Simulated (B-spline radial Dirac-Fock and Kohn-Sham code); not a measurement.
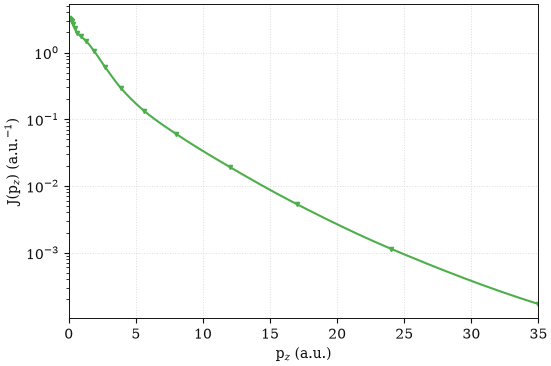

The total Compton profile J(pz). System: the ion Mg⁺ ([Ne] 3s1). Level of theory: the impulse approximation on the Dirac–Fock momentum density (average of configuration); calculated with a B-spline radial atomic code.

Question: What is the peak value?

Answer: J(0) = 3.29 a.u.⁻¹.

Question: What is the area under the whole profile, from −∞ to ∞?

Answer: 11, the number of electrons.

Question: What is the half width at half maximum?

Answer: About 1.1 a.u.
